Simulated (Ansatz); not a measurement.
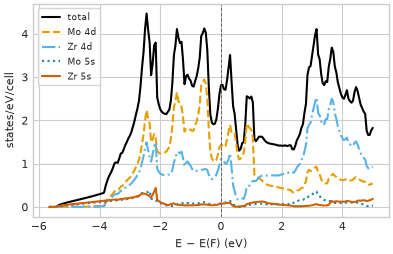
Total and projected density of states of ZrMo (rock salt, Fm-3m), plane-wave PAW PBE (Ansatz code)

**Question.** Which orbitals carry the states next to the Fermi level?

**Answer.** Within 0.5 eV of the Fermi level: Mo 4d 59 %, Zr 4d 31 %. Projections are on Löwdin-orthogonalised atomic valence shells; empty p or d shells of many metals are not among them.

**Question.** Where is the tallest occupied peak in this window, and what makes it?

**Answer.** Near -2.4 eV, about 4.5 states/eV per cell; the largest projected share is Mo 4d.

The start of the workflow was typed in or built on a structure type; neither database checked (COD, Materials Project) lists it. Whether it is the stable phase at ambient conditions was not checked. The cell was relaxed with PBE under the symmetry of its start; its stability against distortions is not shown here. The run is not spin-polarised. Its formation energy is positive at this level, so the cell may be metastable or incomplete. Spin–orbit coupling is left out wherever it is not named.

Potentials: the later of the program's two PAW sets.
